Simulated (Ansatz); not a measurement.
# Ligand exchange: BH2Cl + C2H6S → BH2(SH) + C2H5Cl

Species: BH2Cl `BCl`, singlet; C2H6S `CCS`, singlet; BH2(SH), singlet; C2H5Cl (chloroethane) `CCCl`, singlet. The partners trade Cl for SH: B–Cl and C–SH bonds give way to B–SH and C–Cl.

Shapes, held fixed at every level: PBE0-D4/def2-TZVP. Flexible molecules stand in one conformer, not always the lowest. Programs: Ansatz 0.2.0. The zero-point and thermal change to 298 K, harmonic and unscaled (PBE0-D4/def2-TZVP), is +1.4 kJ/mol.

```tsv
level	kind	ΔH(298 K) (kJ/mol)	less CCSD(T)/CBS estimate
HF/def2-TZVPP	Hartree–Fock	+9.5	+4.2
r2SCAN-D4/def2-TZVPP	meta-GGA	+0.6	-4.7
BHLYP-D4/def2-TZVPP	global hybrid	+5.7	+0.4
B2PLYP/def2-TZVPP	double hybrid	+3.8	-1.5
CCSD/def2-SVP	coupled cluster or CI	+10.1	+4.8
CCSD(T)/def2-TZVPP	coupled cluster or CI	+5.4	+0.1
CCSD(T)/CBS estimate	coupled cluster or CI	+5.3	0.0
```

The highest level, CCSD(T)/CBS estimate, gives ΔH(298 K) = +5.3 kJ/mol; the levels span +0.6 to +10.1. The column of differences is taken from that level and isn't an error. No measured value is set beside it here. The CBS estimate extrapolates MP2 from def2-TZVPP and def2-QZVPP and adds CCSD(T) − MP2 in the triple-zeta set, cores frozen.

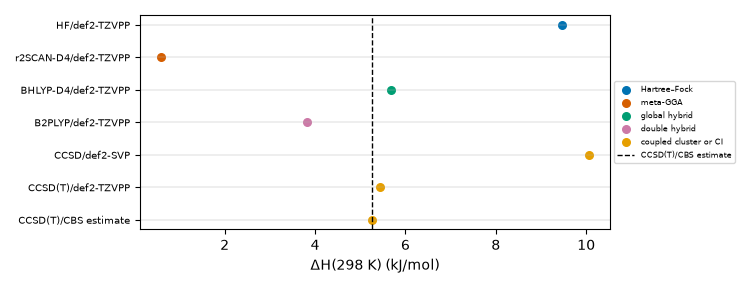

The values of the table, level by level.
